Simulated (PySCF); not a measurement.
SMILES c1csc(-c2ccc(-c3cccs3)s2)c1 (C₁₂H₈S₃) at its GFN2-xTB optimised geometry (Å):

```
23

C      4.7584     1.6414     0.0000
C      4.9436     0.2947     0.0000
S      3.4569    -0.5644     0.0000
C      2.5530     0.9230     0.0000
C      1.1254     0.9230     0.0000
C      0.2790     2.0081     0.0000
C     -1.0743     1.6584     0.0000
C     -1.2891     0.2991     0.0000
C     -2.5381    -0.3925     0.0000
C     -3.8029     0.1434     0.0000
C     -4.8154    -0.8323     0.0000
C     -4.3251    -2.1001     0.0000
S     -2.6083    -2.1315     0.0000
S      0.2211    -0.5616     0.0000
C      3.4000     2.0044     0.0000
H      5.5650     2.3528     0.0000
H      5.8656    -0.2516     0.0000
H      0.6278     3.0247     0.0000
H     -1.8719     2.3788     0.0000
H     -3.9959     1.2004     0.0000
H     -5.8656    -0.6006     0.0000
H     -4.8671    -3.0247     0.0000
H      3.0568     3.0227     0.0000
```

Level of theory: B3LYP/def2-SVP (PySCF). Cells within 0.4 Å of a nucleus heavier than hydrogen are left out (blank, or x).

Map of the electrostatic potential (hartree/e), clipped to [-0.08, 0.12] on the plane z = 0.0 Å:

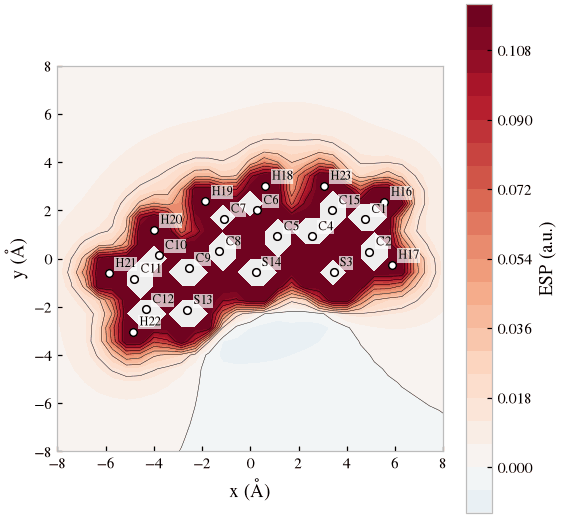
*Electrostatic potential (hartree/e), clipped to [-0.08, 0.12] on the plane z = 0.0 Å.*
